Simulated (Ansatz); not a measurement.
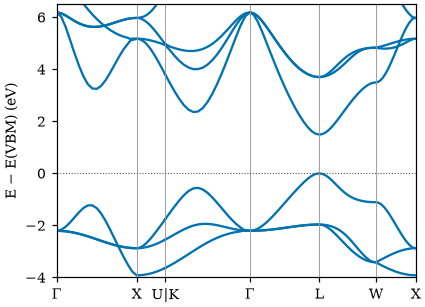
Figure: Band structure from DFT-LDA in the program Ansatz with PAW potentials

Read off the gap and where the band edges lie.

About 1.5 eV (1.49 eV by a search for the band edges); maximum at L, minimum at L.

Pick the material that matches.
(A) TlBr, rock salt
(B) Na2S, anti-fluorite
(C) BaS, rock salt

A, TlBr, rock salt

Space group Fm-3m (rock salt). The workflow started from a Materials Project entry (that database holds measured and hypothetical structures alike); the Crystallography Open Database copy checked does not list it. COD files the formula under space group No. 221, so this cell is another polymorph or a model. Whether it is the stable phase at ambient conditions was not checked. Symmetry was held in the LDA relaxation; whether a distortion lowers the energy is not shown. Spin–orbit coupling is left out wherever it is not named.

Potentials: the later of the program's two PAW sets.
